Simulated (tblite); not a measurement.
**C5H6FS: geometry relaxation (part 2 of 2)**

Continued. System: C5H6FS, multiplicity 2, SMILES C=C[C](C=S)CF. Method: GFN2-xTB geometry optimisation, gas phase (tblite 0.8.0). It belongs to a series of runs on one base structure; here: H added to sp C.

Geometry of the input (Å):
```
C  -1.8641  -0.2820  -0.1209
C  -0.7997  -0.4540  -0.8955
C  0.5408  -0.0800  -0.4120
C  1.2694  -1.0836  0.3647
S  0.8458  -1.5483  1.6746
C  0.6922  1.3030  0.1058
F  2.0400  1.4362  0.4908
H  -1.6708  0.1714  0.8663
H  -2.8715  -0.5580  -0.4429
H  -0.9788  -0.9008  -1.8574
H  2.1858  -1.4925  -0.0998
H  0.0964  1.4630  1.0128
H  0.5100  2.0260  -0.7043
```

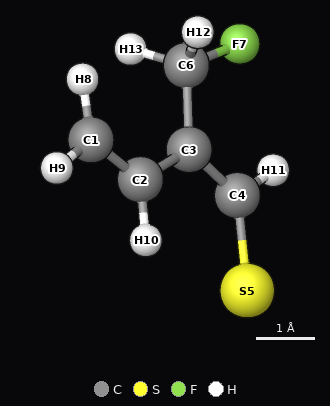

Figure 1. The geometry at step 89 of the log (ball-and-stick view, seen at a tilt; atoms are numbered from 1 in the order of the input).

## Trajectory as extended XYZ, continued
```
13
Properties=species:S:1:pos:R:3:forces:R:3 step=61 energy=-589.28733
C    -1.9912    0.1324   -0.1992    0.0380  -0.1130  -0.0950
C    -0.9074   -0.6534   -0.2594   -0.1320   0.0320   0.0340
C     0.4350   -0.2367    0.0428   -0.1000   0.0130  -0.0470
C     1.4640   -1.1253    0.1864   -0.0240   0.0940  -0.0060
S     1.3497   -2.7966    0.0167   -0.0480  -0.1230   0.0120
C     0.6730    1.2432    0.1328    0.0480   0.0100   0.0190
F     1.9616    1.5605    0.4605    0.0690  -0.0480   0.0440
H    -1.9654    1.1565    0.1310    0.0540   0.0010  -0.0530
H    -2.9629   -0.2337   -0.4789   -0.0090  -0.0950   0.0420
H    -1.0173   -1.6975   -0.5368    0.0230   0.1150   0.0330
H     2.4496   -0.7611    0.4401    0.0550   0.0850  -0.0180
H     0.0303    1.7076    0.8904    0.0540  -0.0110   0.0260
H     0.4768    1.7045   -0.8440   -0.0270   0.0400   0.0090
13
Properties=species:S:1:pos:R:3:forces:R:3 step=68 energy=-589.31032
C    -1.9986    0.1377   -0.2659    0.0040   0.0150   0.1290
C    -0.9278   -0.6631   -0.2016   -0.0330  -0.0090  -0.1230
C     0.4223   -0.2373    0.0352    0.0040  -0.0130   0.0400
C     1.4685   -1.1142    0.1353    0.0260   0.0180  -0.0180
S     1.3689   -2.7966    0.0287   -0.0270   0.0800  -0.0050
C     0.6765    1.2380    0.1680   -0.0070   0.0050   0.0430
F     1.9686    1.5149    0.5222    0.0360   0.0230  -0.0580
H    -1.9407    1.1975   -0.0729   -0.0490  -0.0700  -0.1010
H    -2.9782   -0.2605   -0.4700    0.0490   0.0170   0.0070
H    -1.0540   -1.7256   -0.3677    0.0460   0.0010   0.0260
H     2.4657   -0.7176    0.3012   -0.0800  -0.0640   0.0000
H     0.0438    1.6712    0.9502   -0.0200   0.0160   0.0540
H     0.4807    1.7563   -0.7804    0.0500  -0.0180   0.0060
13
Properties=species:S:1:pos:R:3:forces:R:3 step=75 energy=-589.31656
C    -2.0069    0.1301   -0.2708    0.0340   0.0010   0.0020
C    -0.9309   -0.6618   -0.2000   -0.0020   0.0000   0.0180
C     0.4161   -0.2303    0.0392    0.0360   0.0050  -0.0190
C     1.4619   -1.1087    0.1197    0.0280   0.0040   0.0540
S     1.3595   -2.7894    0.0199   -0.0210   0.0210  -0.0310
C     0.6818    1.2415    0.1845    0.0010   0.0060  -0.0030
F     1.9828    1.5058    0.5191    0.0030   0.0130   0.0020
H    -1.9500    1.1979   -0.1449   -0.0260  -0.0060  -0.0140
H    -2.9848   -0.2771   -0.4556   -0.0030  -0.0150  -0.0050
H    -1.0425   -1.7304   -0.3285   -0.0200  -0.0130   0.0040
H     2.4578   -0.7136    0.2848   -0.0160  -0.0530  -0.0030
H     0.0595    1.6743    0.9773    0.0150   0.0070  -0.0050
H     0.4913    1.7622   -0.7624   -0.0290   0.0300   0.0000
13
Properties=species:S:1:pos:R:3:forces:R:3 step=82 energy=-589.31947
C    -2.0109    0.1228   -0.2793   -0.0060   0.0040  -0.0050
C    -0.9288   -0.6574   -0.1851    0.0220  -0.0210  -0.0140
C     0.4199   -0.2211    0.0423    0.0000  -0.0020   0.0190
C     1.4588   -1.1080    0.1249    0.0130  -0.0050  -0.0100
S     1.3383   -2.7849   -0.0148   -0.0080  -0.0040  -0.0020
C     0.6898    1.2506    0.1879   -0.0080  -0.0080   0.0090
F     1.9963    1.5106    0.5063   -0.0050   0.0040  -0.0260
H    -1.9716    1.1945   -0.1896    0.0090   0.0110   0.0020
H    -2.9832   -0.3046   -0.4524    0.0100   0.0050   0.0000
H    -1.0408   -1.7300   -0.2890    0.0100   0.0210   0.0140
H     2.4610   -0.7328    0.2928   -0.0160  -0.0010   0.0070
H     0.0829    1.6843    0.9923   -0.0120  -0.0110  -0.0140
H     0.4839    1.7766   -0.7538   -0.0080   0.0070   0.0180
13
Properties=species:S:1:pos:R:3:forces:R:3 step=89 energy=-589.31998
C    -2.0069    0.1251   -0.2835    0.0010  -0.0030  -0.0130
C    -0.9266   -0.6570   -0.1809   -0.0090   0.0060   0.0050
C     0.4223   -0.2220    0.0429   -0.0040  -0.0010   0.0080
C     1.4605   -1.1102    0.1220   -0.0090   0.0040  -0.0010
S     1.3359   -2.7864   -0.0247    0.0000   0.0020   0.0010
C     0.6871    1.2496    0.1906    0.0000   0.0030   0.0000
F     1.9942    1.5135    0.5008    0.0000   0.0120  -0.0010
H    -1.9649    1.1981   -0.2077    0.0050  -0.0020  -0.0020
H    -2.9795   -0.3028   -0.4538    0.0070   0.0110   0.0070
H    -1.0413   -1.7296   -0.2676   -0.0010  -0.0190  -0.0100
H     2.4620   -0.7362    0.2928    0.0050   0.0010   0.0020
H     0.0788    1.6771    0.9972    0.0140  -0.0070   0.0100
H     0.4740    1.7812   -0.7460   -0.0090  -0.0080  -0.0060
13
Properties=species:S:1:pos:R:3:forces:R:3 step=95 energy=-589.32028
C    -2.0027    0.1271   -0.2882    0.0080  -0.0070  -0.0020
C    -0.9264   -0.6593   -0.1782   -0.0090   0.0000  -0.0050
C     0.4224   -0.2235    0.0457    0.0040  -0.0070  -0.0010
C     1.4609   -1.1109    0.1228   -0.0010  -0.0020  -0.0010
S     1.3370   -2.7866   -0.0326    0.0010   0.0020   0.0050
C     0.6837    1.2487    0.1934    0.0010   0.0010   0.0030
F     1.9912    1.5200    0.4951    0.0050  -0.0060  -0.0100
H    -1.9529    1.2002   -0.2231   -0.0010   0.0070   0.0040
H    -2.9785   -0.2948   -0.4517   -0.0060  -0.0040  -0.0070
H    -1.0424   -1.7327   -0.2604   -0.0040   0.0060   0.0010
H     2.4624   -0.7378    0.2953    0.0070   0.0070   0.0020
H     0.0804    1.6714    1.0059    0.0000   0.0040   0.0080
H     0.4605    1.7786   -0.7418   -0.0040   0.0010   0.0030
13
Properties=species:S:1:pos:R:3:forces:R:3 step=102 energy=-589.32064
C    -2.0012    0.1279   -0.2934   -0.0380   0.0230   0.0040
C    -0.9275   -0.6597   -0.1778    0.0430  -0.0090  -0.0030
C     0.4212   -0.2252    0.0514   -0.0140   0.0260  -0.0030
C     1.4608   -1.1109    0.1271    0.0140   0.0070   0.0180
S     1.3377   -2.7860   -0.0293    0.0050  -0.0140   0.0020
C     0.6825    1.2480    0.1967    0.0030  -0.0060  -0.0090
F     1.9970    1.5190    0.4677   -0.0070   0.0060  -0.0050
H    -1.9515    1.2010   -0.2207   -0.0050  -0.0090  -0.0040
H    -2.9754   -0.2942   -0.4669   -0.0040   0.0090   0.0000
H    -1.0450   -1.7322   -0.2633    0.0010  -0.0130  -0.0020
H     2.4616   -0.7355    0.3025   -0.0090  -0.0080  -0.0070
H     0.0975    1.6719    1.0230    0.0110  -0.0170  -0.0120
H     0.4379    1.7762   -0.7346    0.0020   0.0050   0.0200
13
Properties=species:S:1:pos:R:3:forces:R:3 step=109 energy=-589.32118
C    -2.0015    0.1269   -0.2988   -0.0060   0.0070   0.0030
C    -0.9255   -0.6596   -0.1891    0.0020   0.0020   0.0000
C     0.4211   -0.2236    0.0480    0.0040  -0.0030  -0.0020
C     1.4583   -1.1112    0.1378    0.0060  -0.0060   0.0010
S     1.3336   -2.7879   -0.0057    0.0030   0.0010   0.0010
C     0.6832    1.2486    0.1964    0.0000  -0.0020   0.0010
F     2.0054    1.5229    0.4215    0.0030   0.0010  -0.0010
H    -1.9530    1.1987   -0.2126   -0.0040   0.0040  -0.0040
H    -2.9754   -0.2924   -0.4805    0.0010  -0.0040   0.0030
H    -1.0391   -1.7322   -0.2834   -0.0040   0.0030  -0.0040
H     2.4589   -0.7376    0.3155    0.0010   0.0000   0.0020
H     0.1282    1.6590    1.0494   -0.0050  -0.0010   0.0040
H     0.4016    1.7888   -0.7162   -0.0020  -0.0020  -0.0050
```

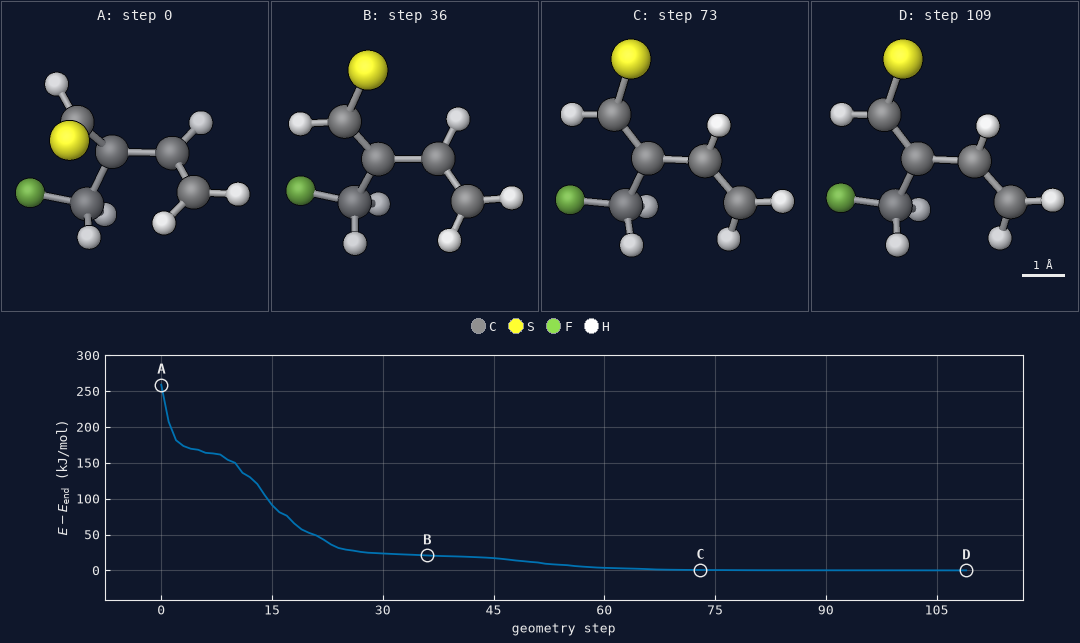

Figure 2. Frames of the relaxation (ball-and-stick view, seen at a tilt) above the curves, on which the letters mark them (steps are counted from 0).

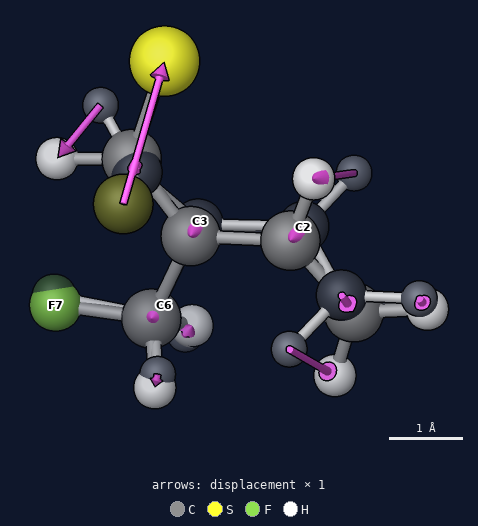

Figure 3. Start (faint) and end (solid) with the displacements as pink arrows, at true length (ball-and-stick view, seen at a tilt). The two geometries are laid on each other by the best rigid fit. The largest move after the best rigid fit is that of S5, 2.13 Å. Largest moves by element: S 2.13 Å, H 1.71 Å, C 0.69 Å, F 0.12 Å. Among the contacts that change: C4–S5 1.453 → 1.687 Å, C3–C4 1.463 → 1.368 Å, C6–F7 1.408 → 1.369 Å, C2–C3 1.473 → 1.435 Å. Among the angles that change: C3–C2–H10 123.4° → 114.4°, C2–C1–H8 115.8° → 122.9°, C3–C6–F7 106.3° → 112.4°. After 109 geometry steps the energy has fallen by 259.0 kJ/mol. The largest force component goes from 10 to 0.007 eV/Å. (Atoms are counted from 1 in the order of the input.)
